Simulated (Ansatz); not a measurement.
# Fields on a plane of ZnSe (zinc blende)

```xyz
2
Lattice="0.0000 2.8328 2.8328 2.8328 0.0000 2.8328 2.8328 2.8328 0.0000" Properties=species:S:1:pos:R:3 pbc="T T T"
Se     1.4164     1.4164     1.4164
Zn     0.0000     0.0000     0.0000
```

The slice is a {110} plane (indices of the conventional cell) through the point (0.250, 0.250, 0.250) (fractional), spanned by u = [100] and v = [1 -1 -1] in vectors of this cell: u (4.01 Å) and v (5.67 Å, at 90° to u). It covers one period; positions are fractions (u, v).

Atoms on it: Se at (0.00, 0.00); Zn at (0.50, 0.25).

Calculation: r2SCAN (plane waves to 500 eV, PAW, scalar-relativistic; Ansatz, a quantum-chemistry and plane-wave program). k mesh 10×10×10. Near the nuclei the fields are pseudised (PAW); where an atom keeps semicore shells as valence, they peak there. ZnSe was relaxed with its symmetry unable to fall.

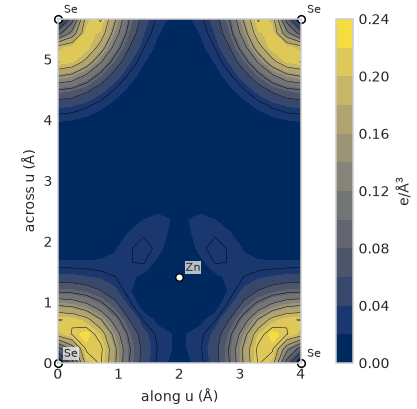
Figure: Density of the highest valence band (whole band, smooth part) in e/Å³, one period of the plane, atoms marked. 

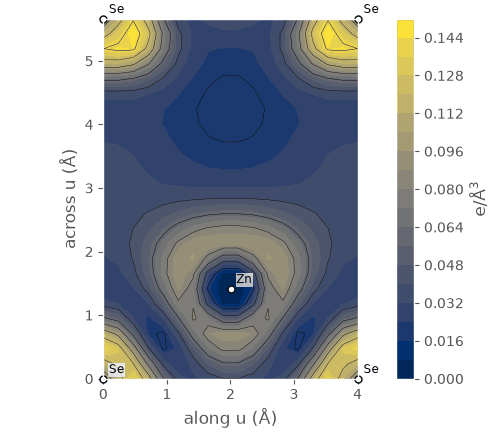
Density of the lowest conduction band (whole band as if filled, smooth part) in e/Å³, one period of the plane, atoms marked. 

The density on the Se–Zn line (2.45 Å) at its density minimum, 1.3 Å from Se is 0.42 e/Å³ and the ELF at that point is 0.4. ELF maximum in the middle third of the Se–Zn line: 0.83, 0.9 Å from Se. Character of the Se–Zn contact (rough rule: ELF there above 0.7 covalent, below 0.2 ionic, polar between): polar, between covalent and ionic. Element round which the density of the highest valence band (whole band, smooth part) is largest on this plane: Se.
